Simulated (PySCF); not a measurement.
GeH6Si, SMILES `[SiH3][GeH3]`.

Computed with PySCF, HF/def2-SVPD, geometry: GFN2-xTB. No frequency check shows the geometry to be a minimum. GFN2-xTB bond lengths at metals and heavier atoms can be off by up to 0.1 Å and shapes distorted, which carries into these values.

Geometry (Å), atoms numbered from 1:

```
Si1     -1.5762   -0.0000    0.0000
Ge2      0.7540    0.0000    0.0000
H3      -2.0863    0.4295    1.3023
H4      -2.0863    0.9132   -1.0231
H5      -2.0863   -1.3426   -0.2792
H6       1.3997   -0.4219   -1.2876
H7       1.3997    1.3261    0.2784
H8       1.3997   -0.9041    1.0092
```

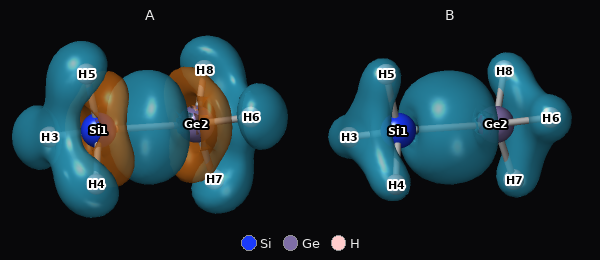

The Fukui function f⁻ from two separate SCF calculations and the density of the HOMO, at ±0.02 e/Å³ (light blue positive, orange negative).

Q: Which panel is which, and how good is the frozen-orbital picture?

A: A is f⁻ (it has negative regions), B the HOMO density. The HOMO lies on Ge2 (39 %) and Si1 (36 %); f⁻ (Hirshfeld-condensed) is largest on Ge2 (0.27) and Si1 (0.26); the vertical ionisation energy is 10.22 eV. Relaxation shifts 23 % of the electron between atoms. The orbital energy is −11.31 eV.

Cost of the run: 9.6 s on 1 thread of AMD EPYC 9R45 96-Core Processor (Zen 5) (shared host), peak memory 0.34 GiB.
